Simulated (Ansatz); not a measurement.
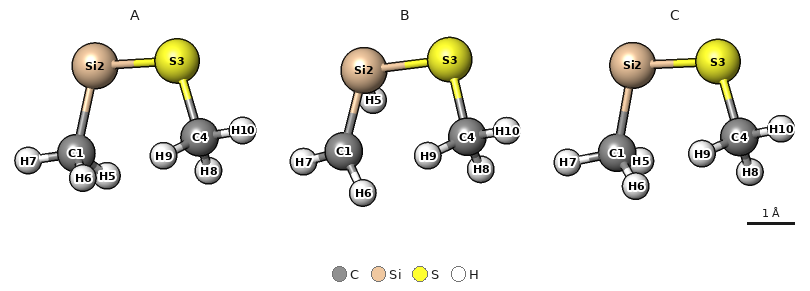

3 geometries from a converged minimum-energy path of C$_{2}$H$_{6}$SSi, shuffled. The picture is a ball-and-stick view, seen at a tilt.

Computed with Ansatz, RKS B3LYP/def2-SVP. Set-up: 5 movable images; climbing image; force threshold 0.03 eV/Å; iteration limit 60; starting path through a guess of the saddle point.

Question: Which frame is the transition state?

Answer: B. In order along the path, whose images run from 0 to 6: A (image 1, +0.8 kJ/mol), C (image 2, +5.0 kJ/mol), B (image 4, +202.6 kJ/mol). A hydrogen atom shifts from one atom to another. Breaking: C1–H5 (1.11 → 1.83 at the top → 2.82 Å). Forming: Si2–H5 (2.55 → 1.57 at the top → 1.48 Å).

The run took 2.1 min on 2 threads of Intel(R) Xeon(R) Platinum 8488C (Sapphire Rapids) (shared host), peak memory 0.22 GiB.
